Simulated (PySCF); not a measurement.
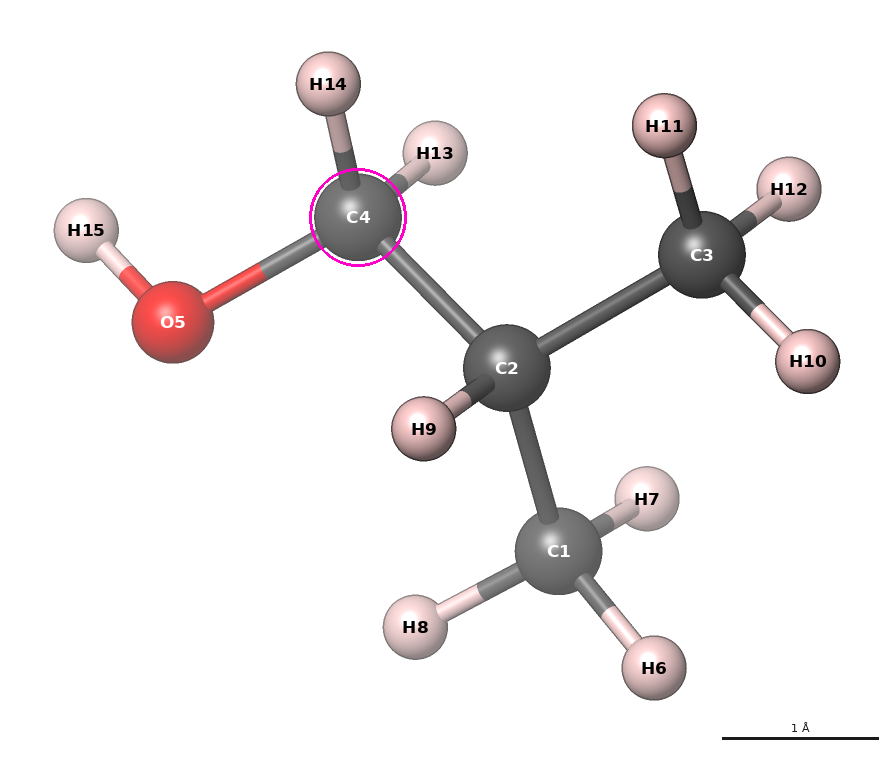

Orthographic view. Atoms fade into the background with distance from the viewer. Computed geometry: PBE0-D3(BJ)/def2-SVP optimisation. No frequency run is at hand to confirm it as a minimum.

Question: Name the neighbours of the circled atom.

Answer: The circled atom is C4; it is bonded to C2, O5, H13, H14.

Question: Of C4 and H13, which is nearer the viewer?

Answer: C4; the bond to H13 points away from the viewer, so it looks shorter than its 1.11 Å.

Question: Which two atoms are farthest apart in space?

Answer: H10 and H15, 5.34 Å.

Question: What is the shortest path along bonds from the circled atom to H11?

Answer: C4–C2–C3–H11, 3 bonds; through space the two are 2.75 Å apart.
